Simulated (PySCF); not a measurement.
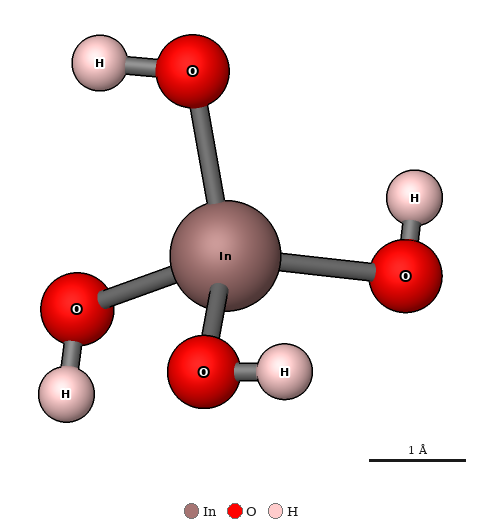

*The starting structure (ball-and-stick view, seen at a tilt). Sticks mark near contacts.*

Bond lengths as drawn: H–O 0.88 to 0.99 Å and In–O 1.95 to 2.12 Å.

Run report: InH₄O₄ (charge −1), geometry relaxation

System: InH₄O₄, charge −1.
Method: PBE0-D3(BJ)/def2-SVP geometry optimisation, gas phase (PySCF 2.14.0).

It belongs to a series of runs on one base structure; here: ligand (all four): H to OH.

What the program printed:
```
step   0  E = -492.96208614  max force = 0.093823
step   1  E = -492.98329374  max force = 0.008785
step   2  E = -492.98425175  max force = 0.002403
step   3  E = -492.98438541  max force = 0.002478
step   4  E = -492.98442857  max force = 0.000994
step   5  E = -492.98444280  max force = 0.000329
optimisation converged
```

Trajectory as extended XYZ (Å, eV, eV/Å), 6 frames, from step=0 to step=5:
```
9
Properties=species:S:1:pos:R:3:forces:R:3 step=0 energy=-13414.18162
In    0.0653   -0.0701    0.0074    0.0291   2.4278  -0.5605
O     0.0237    0.0812    1.9956   -1.0403   0.6937   1.4578
H    -0.8033    0.5980    2.1676    1.0928  -0.6438  -0.1557
O     2.0201   -0.1127   -0.6022   -2.3704  -2.5780  -4.7065
H     2.3703    0.2582    0.1132    2.8822   2.6007   4.8246
O    -1.0251    1.6372   -0.6340    0.9725  -0.0764   1.4359
H    -1.3957    1.2948   -1.4250   -0.6801  -0.4169  -1.3260
O    -0.8924   -1.5655   -0.8099   -3.0561   0.6380  -0.6386
H    -0.2303   -2.1906   -0.8383    2.1704  -2.6450  -0.3311
9
Properties=species:S:1:pos:R:3:forces:R:3 step=1 energy=-13414.75871
In    0.0425   -0.0227   -0.0028   -0.0541  -0.1767  -0.0191
O     0.0146    0.1247    2.0738    0.0690  -0.1336  -0.2950
H    -0.7811    0.6340    2.2641   -0.0122   0.0147  -0.0321
O     2.0401   -0.0764   -0.5903   -0.4438  -0.1223   0.0139
H     2.4916    0.3355    0.1508    0.1382   0.0908   0.1290
O    -1.0183    1.6382   -0.6418    0.0757  -0.2394  -0.0263
H    -1.4065    1.3136   -1.4627   -0.0732   0.1114  -0.0419
O    -0.9500   -1.6545   -0.8743    0.2332   0.4517   0.2525
H    -0.3003   -2.3618   -0.9426    0.0671   0.0033   0.0189
9
Properties=species:S:1:pos:R:3:forces:R:3 step=2 energy=-13414.78478
In    0.0372   -0.0173   -0.0051   -0.1059  -0.0176  -0.0365
O     0.0206    0.1076    2.0545    0.0409  -0.0695  -0.0355
H    -0.7729    0.6179    2.2479   -0.0297   0.0249   0.0298
O     2.0144   -0.0881   -0.5790    0.0411   0.0103   0.1079
H     2.4797    0.3269    0.1581    0.0097  -0.0300  -0.0787
O    -1.0232    1.6301   -0.6517   -0.0349  -0.0820  -0.1046
H    -1.4226    1.3250   -1.4761   -0.0062   0.0850   0.0486
O    -0.9308   -1.6359   -0.8558    0.1235   0.0228   0.0614
H    -0.2697   -2.3357   -0.9184   -0.0385   0.0560   0.0075
9
Properties=species:S:1:pos:R:3:forces:R:3 step=3 energy=-13414.78841
In    0.0306   -0.0119   -0.0086   -0.0258   0.1274  -0.0311
O     0.0180    0.0968    2.0499   -0.0104  -0.0108   0.0000
H    -0.7744    0.6063    2.2541    0.0080  -0.0033   0.0233
O     2.0125   -0.0941   -0.5711    0.0317   0.0247   0.0812
H     2.4882    0.3220    0.1585   -0.0247  -0.0307  -0.0666
O    -1.0363    1.6313   -0.6663    0.0190  -0.0639  -0.0167
H    -1.4417    1.3414   -1.4919    0.0051   0.0213   0.0245
O    -0.9163   -1.6345   -0.8469    0.0186  -0.0846  -0.0142
H    -0.2478   -2.3268   -0.9035   -0.0214   0.0199  -0.0004
9
Properties=species:S:1:pos:R:3:forces:R:3 step=4 energy=-13414.78959
In    0.0256   -0.0055   -0.0121    0.0137   0.0456   0.0074
O     0.0149    0.0928    2.0475   -0.0166   0.0049  -0.0030
H    -0.7762    0.6001    2.2621    0.0114  -0.0086   0.0129
O     2.0096   -0.0924   -0.5657    0.0174   0.0107   0.0241
H     2.4889    0.3248    0.1595   -0.0147  -0.0092  -0.0217
O    -1.0414    1.6300   -0.6735    0.0010   0.0089   0.0003
H    -1.4481    1.3467   -1.4998   -0.0017  -0.0019  -0.0023
O    -0.9070   -1.6395   -0.8455   -0.0157  -0.0511  -0.0180
H    -0.2335   -2.3263   -0.8981    0.0052   0.0006   0.0004
9
Properties=species:S:1:pos:R:3:forces:R:3 step=5 energy=-13414.78997
In    0.0224   -0.0018   -0.0143   -0.0043  -0.0028   0.0044
O     0.0119    0.0902    2.0460   -0.0066   0.0054  -0.0101
H    -0.7788    0.5942    2.2688    0.0016  -0.0043   0.0053
O     2.0079   -0.0881   -0.5616    0.0015  -0.0013  -0.0146
H     2.4869    0.3306    0.1618    0.0003   0.0081   0.0115
O    -1.0467    1.6309   -0.6791    0.0064   0.0097   0.0134
H    -1.4525    1.3502   -1.5065   -0.0005  -0.0113  -0.0082
O    -0.8987   -1.6471   -0.8458   -0.0153  -0.0006  -0.0037
H    -0.2197   -2.3285   -0.8949    0.0169  -0.0029   0.0022
```

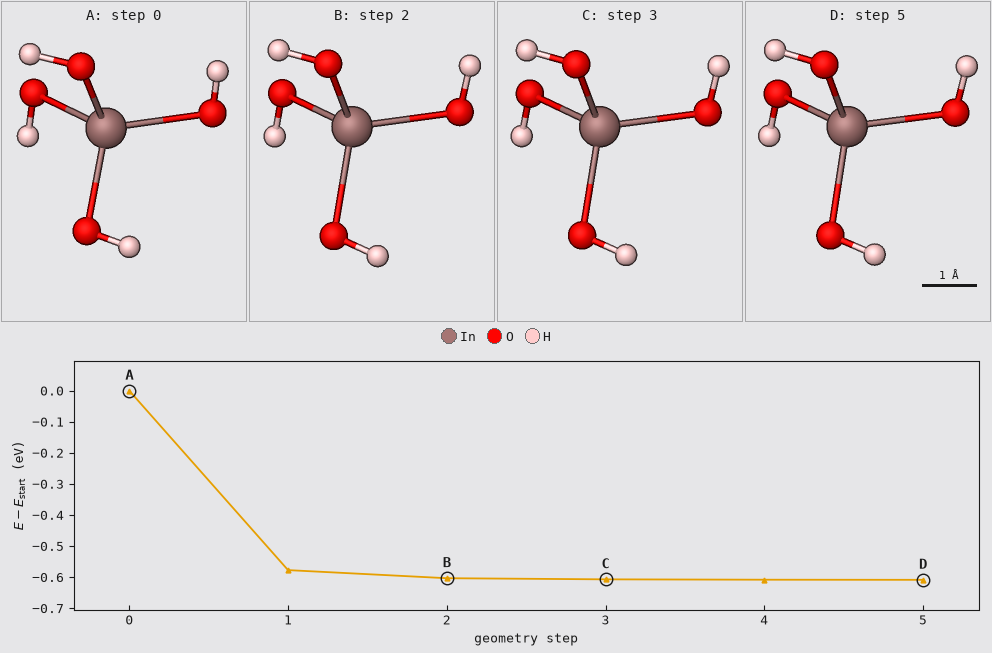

*Frames of the relaxation (ball-and-stick view, seen at a tilt) above the curves, on which the letters mark them (steps are counted from 0).*

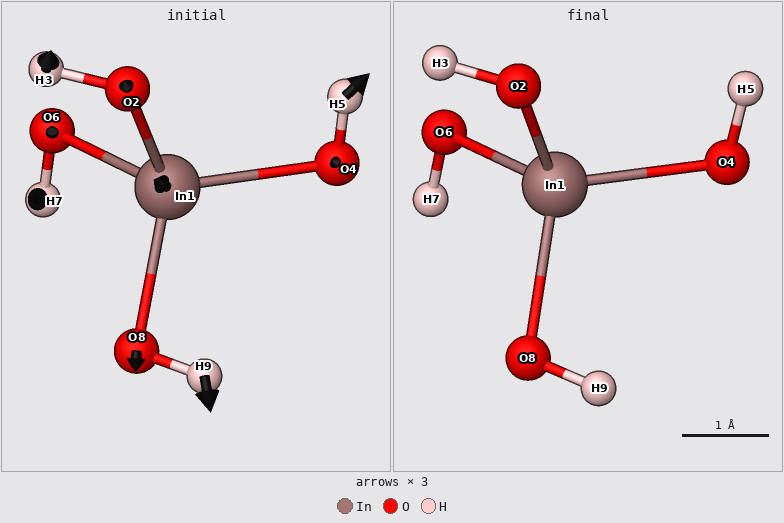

*Before (left) and after (right) the relaxation, at one scale (ball-and-stick view, seen at a tilt). The black arrows give the displacements, magnified 3 times.*

The energy falls by 0.608 eV in 5 geometry steps. The largest force component goes from 4.8 to 0.017 eV/Å. The largest move after the best rigid fit is that of H9, 0.15 Å. By element the largest moves are H 0.15 Å, In 0.08 Å, O 0.08 Å. Among the contacts that change: In1–O8 1.955 → 2.061 Å, O4–H5 0.879 → 0.963 Å, In1–O2 1.994 → 2.062 Å, In1–O6 2.125 → 2.062 Å. Among the angles that change: In1–O4–H5 97.4° → 105.1°, In1–O6–H7 99.4° → 105.3°, In1–O8–H9 100.5° → 105.7°. (Atoms are counted from 1 in the order of the input.)

The run was set up as follows.

Input:
```
{"job": {"xc": "PBE0", "basis": "def2-SVP", "d3": "d3bj", "grid": 1, "maxiter": 30, "shake": 0.03, "kind": "geom"}, "charge": -1, "multiplicity": 1}
In     0.065310    -0.070090     0.007390
O      0.023730     0.081190     1.995630
H     -0.803270     0.597980     2.167560
O      2.020060    -0.112650    -0.602170
H      2.370320     0.258220     0.113150
O     -1.025130     1.637230    -0.633990
H     -1.395650     1.294830    -1.424980
O     -0.892370    -1.565550    -0.809900
H     -0.230260    -2.190600    -0.838330
```

The first line tells a small driver script what to run in PySCF; the rest is the geometry in Å.

Launch command:
```bash
OMP_NUM_THREADS=1 python <driver script> task.json out
```

Key numbers:

```tsv
quantity	value
outcome	converged
total energy	−492.984443 hartree
point group	C2
hardware	1 CPU thread, shared host
wall time	24 s
peak memory	0.4 GiB
```
